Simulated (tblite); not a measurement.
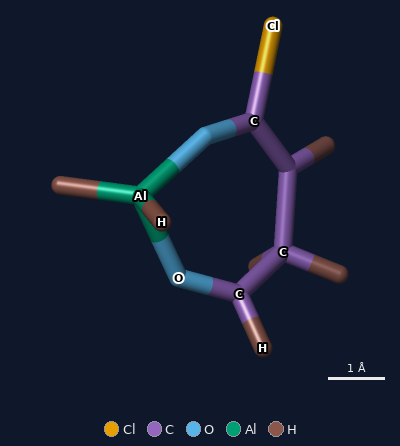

**Figure 1.** The starting structure (stick view, seen at a tilt). Sticks mark near contacts. Bond lengths as drawn: Al–H 1.53 to 1.54 Å, Al–O 1.71 to 1.87 Å, C–C 1.33 to 1.51 Å, C–Cl 1.75 Å, C–H 1.08 to 1.10 Å and C–O 1.22 to 1.30 Å.

Saddle-point search, with input and output: C4H6AlClO2

The run: saddle-point search of C4H6AlClO2, SMILES ClC1=CCC=[O+][AlH2-][O]1. Method and program: GFN2-xTB saddle search (eigenvector following) and harmonic vibrations, gas phase (tblite 0.8.0).

The input:
```
{"job": {"xc": "GFN2-xTB", "basis": "xTB", "kind": "saddle"}, "charge": 0, "multiplicity": 1}
Cl    -1.991502     2.652206     0.553511
C     -0.958480     1.277458     0.235806
C     -1.505605     0.063516     0.297106
C     -0.848463    -1.271475     0.036154
C      0.553712    -1.377181    -0.439537
O      1.518426    -0.707862    -0.099727
Al     1.921641     1.119905    -0.062278
O      0.277459     1.584553    -0.026715
H     -2.547966    -0.016700     0.558472
H     -1.489209    -1.839152    -0.645401
H     -0.853210    -1.825942     0.988235
H      0.732161    -2.213122    -1.136955
H      2.484634     1.208684    -1.495613
H      2.706402     1.345112     1.236941
```

The first line tells a small driver script what to run in tblite; the rest is the geometry in Å.

Launched with:
```bash
OMP_NUM_THREADS=1 python <driver script> task.json out
```

What the program printed:
```
step      E/eV     max force
  0    -692.35255   0.0164
  1    -692.35230   0.0977
  2    -692.35301   0.0220
  3    -692.35309   0.0210
  4    -692.35265   0.0628
  5    -692.35292   0.0116
  6    -692.35280   0.0064
  7    -692.35280   0.0010
lowest wavenumbers (cm-1): -92.4 87.1 151.7 179.4 201.6 218.2
```

Trajectory as extended XYZ (Å, eV, eV/Å), 8 frames, from step=0 to step=7:
```
14
Properties=species:S:1:pos:R:3:forces:R:3 step=0 energy=-692.35255
Cl   -1.9915    2.6522    0.5535   -0.0020  -0.0010   0.0080
C    -0.9585    1.2775    0.2358   -0.0100  -0.0090   0.0040
C    -1.5056    0.0635    0.2971    0.0060   0.0100  -0.0020
C    -0.8485   -1.2715    0.0362    0.0030   0.0010  -0.0010
C     0.5537   -1.3772   -0.4395    0.0030  -0.0010   0.0030
O     1.5184   -0.7079   -0.0997    0.0030   0.0010  -0.0020
Al    1.9216    1.1199   -0.0623   -0.0030  -0.0010   0.0010
O     0.2775    1.5846   -0.0267    0.0040   0.0060   0.0060
H    -2.5480   -0.0167    0.5585   -0.0020   0.0010  -0.0130
H    -1.4892   -1.8392   -0.6454    0.0040   0.0030  -0.0040
H    -0.8532   -1.8259    0.9882   -0.0030   0.0000  -0.0020
H     0.7322   -2.2131   -1.1370   -0.0020  -0.0110   0.0120
H     2.4846    1.2087   -1.4956   -0.0080   0.0010  -0.0050
H     2.7064    1.3451    1.2369    0.0080  -0.0010  -0.0040
14
Properties=species:S:1:pos:R:3:forces:R:3 step=1 energy=-692.35230
Cl   -2.0119    2.6540    0.5152    0.0220  -0.0130  -0.0020
C    -0.9630    1.2795    0.2463    0.0300  -0.0070  -0.0040
C    -1.5155    0.0667    0.2642   -0.0110  -0.0040   0.0010
C    -0.8392   -1.2718    0.0571   -0.0290  -0.0480   0.0400
C     0.5486   -1.3745   -0.4658   -0.0070  -0.0030   0.0090
O     1.5251   -0.7129   -0.1460   -0.0260   0.0010  -0.0050
Al    1.9265    1.1147   -0.0424   -0.0060  -0.0010   0.0050
O     0.2876    1.5852    0.0497   -0.0720  -0.0280   0.0120
H    -2.5728   -0.0151    0.4649    0.0630   0.0090  -0.0140
H    -1.4951   -1.8882   -0.5680    0.0550   0.0490   0.0460
H    -0.7958   -1.7664    1.0444   -0.0060   0.0420  -0.0880
H     0.7052   -2.2046   -1.1759   -0.0040   0.0070   0.0070
H     2.4542    1.2457   -1.4878   -0.0030  -0.0010   0.0110
H     2.7463    1.2876    1.2441   -0.0070  -0.0010  -0.0160
14
Properties=species:S:1:pos:R:3:forces:R:3 step=2 energy=-692.35301
Cl   -1.9985    2.6525    0.5430   -0.0060   0.0030   0.0050
C    -0.9602    1.2782    0.2417   -0.0100  -0.0020   0.0030
C    -1.5092    0.0648    0.2841    0.0040   0.0070  -0.0010
C    -0.8449   -1.2709    0.0430    0.0070   0.0130  -0.0120
C     0.5527   -1.3768   -0.4468    0.0040   0.0000   0.0000
O     1.5212   -0.7093   -0.1150    0.0070   0.0010   0.0000
Al    1.9228    1.1182   -0.0552    0.0000   0.0010  -0.0020
O     0.2809    1.5848    0.0051    0.0170   0.0080   0.0020
H    -2.5573   -0.0160    0.5196   -0.0120  -0.0010  -0.0030
H    -1.4888   -1.8544   -0.6203   -0.0120  -0.0100  -0.0150
H    -0.8355   -1.8047    1.0058   -0.0010  -0.0110   0.0190
H     0.7237   -2.2126   -1.1461    0.0020  -0.0090   0.0080
H     2.4683    1.2199   -1.4947   -0.0040   0.0010  -0.0050
H     2.7248    1.3264    1.2358    0.0050  -0.0010   0.0000
14
Properties=species:S:1:pos:R:3:forces:R:3 step=3 energy=-692.35309
Cl   -2.0073    2.6534    0.5309    0.0050  -0.0030   0.0010
C    -0.9619    1.2800    0.2476    0.0070  -0.0040   0.0000
C    -1.5127    0.0668    0.2704   -0.0020   0.0040   0.0010
C    -0.8413   -1.2700    0.0493   -0.0080  -0.0080   0.0060
C     0.5517   -1.3774   -0.4555    0.0020   0.0010   0.0040
O     1.5244   -0.7101   -0.1356   -0.0080   0.0000  -0.0020
Al    1.9243    1.1173   -0.0486   -0.0030   0.0000   0.0010
O     0.2849    1.5871    0.0384   -0.0190  -0.0080   0.0040
H    -2.5669   -0.0148    0.4808    0.0180   0.0030  -0.0040
H    -1.4905   -1.8716   -0.5937    0.0110   0.0110   0.0070
H    -0.8153   -1.7823    1.0252   -0.0020   0.0070  -0.0180
H     0.7156   -2.2169   -1.1523    0.0010  -0.0020   0.0050
H     2.4532    1.2366   -1.4937   -0.0020   0.0000   0.0030
H     2.7419    1.3020    1.2367   -0.0020  -0.0010  -0.0060
14
Properties=species:S:1:pos:R:3:forces:R:3 step=4 energy=-692.35265
Cl   -2.0117    2.6542    0.5040    0.0060  -0.0040   0.0000
C    -0.9635    1.2779    0.2461    0.0070   0.0090  -0.0020
C    -1.5162    0.0661    0.2586   -0.0020  -0.0220  -0.0020
C    -0.8371   -1.2728    0.0638   -0.0050  -0.0360   0.0260
C     0.5459   -1.3733   -0.4728   -0.0180  -0.0080   0.0020
O     1.5241   -0.7135   -0.1559   -0.0050   0.0000   0.0000
Al    1.9258    1.1126   -0.0379    0.0030  -0.0020   0.0000
O     0.2878    1.5811    0.0595   -0.0130   0.0010   0.0020
H    -2.5735   -0.0148    0.4495    0.0010  -0.0010  -0.0020
H    -1.4957   -1.8985   -0.5466    0.0340   0.0290   0.0270
H    -0.7816   -1.7518    1.0567   -0.0040   0.0260  -0.0570
H     0.6972   -2.1976   -1.1908   -0.0070   0.0090   0.0060
H     2.4516    1.2552   -1.4819    0.0010  -0.0020   0.0000
H     2.7468    1.2750    1.2477    0.0010   0.0010  -0.0010
14
Properties=species:S:1:pos:R:3:forces:R:3 step=5 energy=-692.35292
Cl   -2.0102    2.6538    0.5196    0.0010   0.0000   0.0010
C    -0.9628    1.2796    0.2492    0.0010  -0.0020   0.0000
C    -1.5142    0.0668    0.2641   -0.0020   0.0050   0.0020
C    -0.8388   -1.2703    0.0555   -0.0010   0.0080  -0.0080
C     0.5498   -1.3766   -0.4614    0.0050   0.0030   0.0010
O     1.5249   -0.7108   -0.1466   -0.0010   0.0000   0.0000
Al    1.9246    1.1158   -0.0440   -0.0010   0.0010   0.0000
O     0.2862    1.5854    0.0538   -0.0020  -0.0020   0.0010
H    -2.5705   -0.0148    0.4614    0.0060   0.0010   0.0000
H    -1.4904   -1.8812   -0.5743   -0.0070  -0.0060  -0.0070
H    -0.8021   -1.7686    1.0371    0.0000  -0.0050   0.0100
H     0.7081   -2.2132   -1.1629    0.0030  -0.0040   0.0000
H     2.4472    1.2467   -1.4903    0.0000  -0.0010   0.0010
H     2.7483    1.2875    1.2388   -0.0010   0.0010  -0.0020
14
Properties=species:S:1:pos:R:3:forces:R:3 step=6 energy=-692.35280
Cl   -2.0105    2.6538    0.5084    0.0010   0.0000   0.0000
C    -0.9635    1.2776    0.2466    0.0010   0.0000   0.0000
C    -1.5163    0.0656    0.2596    0.0000  -0.0010   0.0000
C    -0.8375   -1.2725    0.0623    0.0000  -0.0040   0.0020
C     0.5463   -1.3731   -0.4702    0.0000  -0.0020  -0.0010
O     1.5240   -0.7137   -0.1509   -0.0020  -0.0020  -0.0010
Al    1.9258    1.1126   -0.0388    0.0000   0.0000   0.0000
O     0.2873    1.5808    0.0579   -0.0010   0.0000   0.0000
H    -2.5733   -0.0156    0.4517    0.0010   0.0000   0.0000
H    -1.4934   -1.8947   -0.5521    0.0030   0.0030   0.0020
H    -0.7862   -1.7544    1.0519   -0.0010   0.0020  -0.0060
H     0.6985   -2.1972   -1.1880   -0.0010   0.0040   0.0040
H     2.4512    1.2494   -1.4837    0.0000   0.0000   0.0000
H     2.7477    1.2816    1.2453    0.0000   0.0000   0.0000
14
Properties=species:S:1:pos:R:3:forces:R:3 step=7 energy=-692.35280
Cl   -2.0105    2.6537    0.5068    0.0000   0.0000   0.0000
C    -0.9636    1.2773    0.2464    0.0000   0.0000   0.0000
C    -1.5165    0.0654    0.2591    0.0000   0.0000   0.0000
C    -0.8372   -1.2728    0.0633    0.0000  -0.0010   0.0000
C     0.5458   -1.3727   -0.4711    0.0000   0.0000   0.0000
O     1.5240   -0.7141   -0.1516    0.0000   0.0000   0.0000
Al    1.9259    1.1122   -0.0382    0.0000   0.0000   0.0000
O     0.2874    1.5802    0.0586    0.0000   0.0000   0.0000
H    -2.5736   -0.0158    0.4503    0.0000   0.0000   0.0000
H    -1.4934   -1.8961   -0.5494    0.0000   0.0000   0.0000
H    -0.7844   -1.7527    1.0535    0.0000   0.0000  -0.0010
H     0.6971   -2.1951   -1.1908    0.0000   0.0010   0.0000
H     2.4515    1.2498   -1.4830    0.0000   0.0000   0.0000
H     2.7478    1.2807    1.2459    0.0000   0.0000   0.0000
```

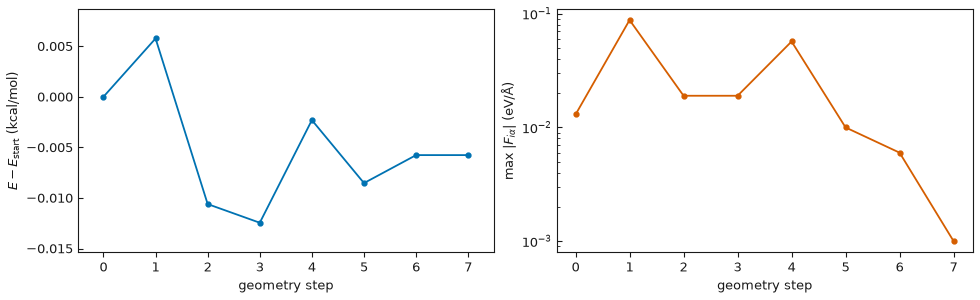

**Figure 2.** Progress of the saddle-point search, step by step (steps are counted from 0).

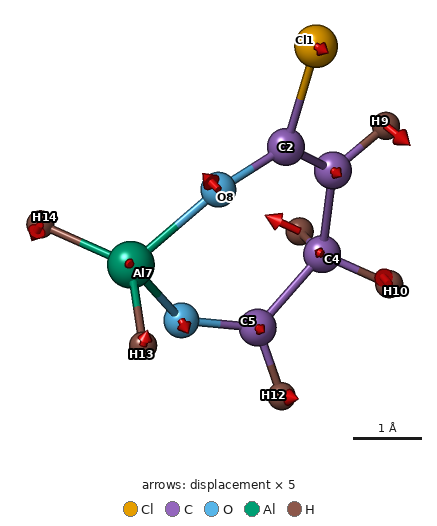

**Figure 3.** The starting structure with the displacements as red arrows, magnified 5 times (ball-and-stick view, seen at a tilt). The two geometries are laid on each other by the best rigid fit. After 7 geometry steps the energy has fallen by 0.01 kcal/mol. The largest force component goes from 0.013 to 0.001 eV/Å. The atom that moves furthest after the best rigid fit is H11 (0.12 Å). Largest moves by element: H 0.12 Å, O 0.09 Å, Cl 0.05 Å, C 0.04 Å, Al 0.03 Å. (Atoms are counted from 1 in the order of the input.)

Summary:

```tsv
quantity	value
outcome	converged
total energy	−692.3528 eV
point group	C1
hardware	1 CPU thread, shared host
wall time	2.5 s
peak memory	0.2 GiB
```
